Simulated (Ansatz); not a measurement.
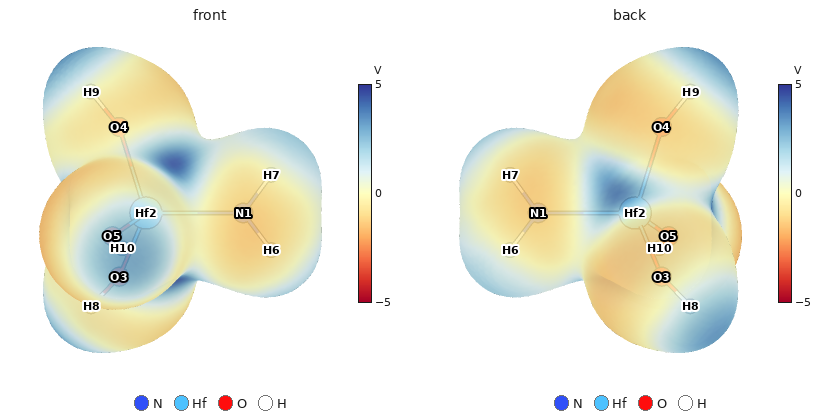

Figure 1: H5HfNO3. The molecular electrostatic potential painted on the density surface at 0.004 e/bohr³, seen from the front and from behind; red is negative and blue positive.

Geometry: PBE0-D4/def2-TZVP; core potentials replace the inner electrons of Hf.

Method: RKS PBE0-D4/def2-TZVPP in Ansatz 0.2.0.

The calculation's input:

```
crystal:
  periodic: [false, false, false]
  atoms:
    - {symbol: N, position_ang: [-1.399103, 0.255370, -1.063692]}
    - {symbol: Hf, position_ang: [0.174257, -0.077865, 0.193794]}
    - {symbol: O, position_ang: [0.598080, -1.963297, 0.075819]}
    - {symbol: O, position_ang: [-0.370216, 0.530667, 1.949403]}
    - {symbol: O, position_ang: [1.736716, 0.941492, -0.355270]}
    - {symbol: H, position_ang: [-1.629703, -0.299495, -1.875154]}
    - {symbol: H, position_ang: [-2.116031, 0.954450, -0.934105]}
    - {symbol: H, position_ang: [1.144146, -2.737881, 0.155995]}
    - {symbol: H, position_ang: [-0.240083, 0.841762, 2.838720]}
    - {symbol: H, position_ang: [2.101947, 1.554785, -0.985511]}
basis:
  gaussian: {orbitals: def2-TZVPP}
hamiltonian: {xc: pbe0, dispersion: d4}
output: {orbitals: {seedname: orbitals}}
```

Launched as:

```sh
ansatz run in.yaml --threads 4 --pin off --events-out ev --progress --plain --max-ram 10444MiB
```

Question: Where is the surface potential most negative and most positive?

Answer: The most negative region (about −1.5 V) lies over O5, the most positive (about +4.2 V) over Hf2. O5 is the likeliest acceptor of a hydrogen bond.
